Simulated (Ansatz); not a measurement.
```
Ga As N
1.0
     4.83576    0.00000    0.00000
     0.00000    4.83576    0.00000
     0.00000    0.00000    4.83576
Ga As N
1 3 4
Direct
  0.00000 0.00000 0.00000
  0.00000 0.50000 0.50000
  0.50000 0.00000 0.50000
  0.50000 0.50000 0.00000
  0.24001 0.24001 0.24001
  0.75999 0.75999 0.24001
  0.24001 0.75999 0.75999
  0.75999 0.24001 0.75999
```

Space group P-43m; a structure from a database of computed crystals, not necessarily the ambient phase; started from the CdHg3Te4-215 prototype, which need not be the ambient phase.

Theory: DFT, PBEsol, plane waves, PAW in Ansatz 0.2.0.

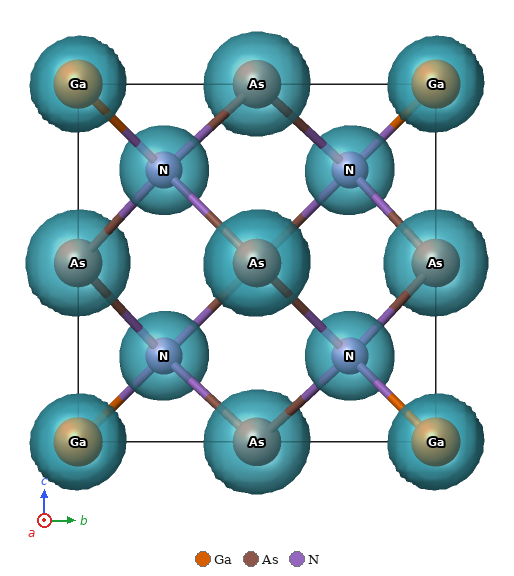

GaAs3N4. Isosurface of the valence charge density (pseudo) at 1.5 e/Å³ (cyan), seen along the a axis. Sticks mark near contacts.

The density is the valence pseudo-density of a PAW calculation; it isn't the true density close to the nuclei.

**What does this surface tell about the bonding?**

At this value the density breaks into separate islands; it holds about 60 % of the electrons treated as valence (semicore included). It bridges none of the near contacts. It is pinched off along the sampled Ga–N (2.01 Å) and As–N (2.12 Å) contacts. On the grid the lowest density along these lines, outside the cores, is 0.63 e/Å³ (Ga–N, 2.01 Å) and 0.62 e/Å³ (As–N, 2.12 Å).
